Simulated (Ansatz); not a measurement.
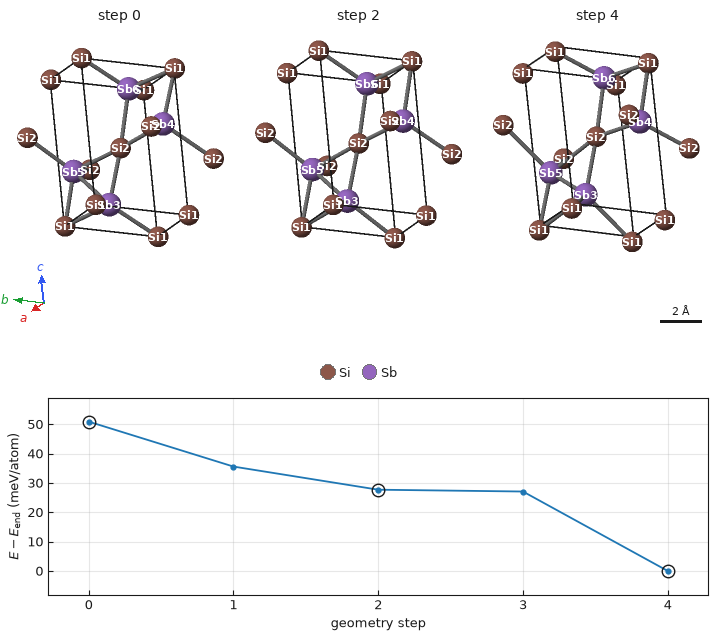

Frames of a relaxation of a crystal of SiSb₂ (built on the fluorite_225 type) (coarse preliminary run), marked on the history of the run. The picture is a ball-and-stick view of the cell of the calculation, reduced to other axes, seen from a free direction. Lengths and directions refer to the drawn axes.

Method: Ansatz 0.2.0, DFT PBE, scalar-relativistic, plane waves, PAW. Set-up: plane-wave cutoff 420 eV; k-point mesh 6 × 6 × 6; occupations gaussian; smearing width 0.1 eV; no spin polarisation; cell and atoms relaxed; force threshold 0.015 eV/Å; at most 120 steps.

**Describe the path.**

The run was cut off at its time limit before the relaxation converged, so the last structure is only a point on the way. Sb3 moves most relative to the cell: 0.40 Å along [−2 0 3]. By element the largest moves are Sb 0.40 Å, Si 0.33 Å. Cell: a 4.670 → 4.772 Å (+2.2 %), b 4.736 → 4.771 Å (+0.7 %), c 8.249 → 8.776 Å (+6.4 %), α 73.6° → 72.0°, β 74.8° → 75.2°, γ 60.5° → 58.6°. Volume +6.9 %. Some distances before and after: Si2–Sb5 2.861 → 3.327 Å, Sb3–Sb5 3.402 → 3.011 Å, Si1–Sb3 2.910 → 3.277 Å, Si1–Sb3 (another image) 2.839 → 3.193 Å. Bond angles that change, for instance: Sb4–Si2–Sb5 175.2° → 160.1°, Sb3–Si2–Sb5 71.7° → 58.6°, Sb3–Si2–Sb4 115.1° → 102.2°. The space group stays P1 (No. 1). The energy falls by 50.9 meV per atom in 4 geometry steps. The largest force component goes from 0.37 to 0.21 eV/Å. Pressure: 2.61 GPa at the start and −0.18 GPa at the end. From step 0 to 2: Sb3 moves most (0.15 Å), volume +4.7 %, energy −23.2 meV per atom. From step 2 to 4: Sb5 moves most (0.28 Å), volume +2.1 %, energy −27.7 meV per atom.

| step | E − E(0), meV/atom | largest force component, eV/Å | pressure, GPa | volume, Å³/atom |
| --- | --- | --- | --- | --- |
| 0 | 0.00 | 0.3673 | 2.61 | 25.113 |
| 1 | -15.31 | 0.1136 | -1.27 | 26.751 |
| 2 | -23.19 | 0.0636 | -0.28 | 26.293 |
| 3 | -23.81 | 0.3285 | 1.79 | 25.720 |
| 4 | -50.88 | 0.2093 | -0.18 | 26.835 |
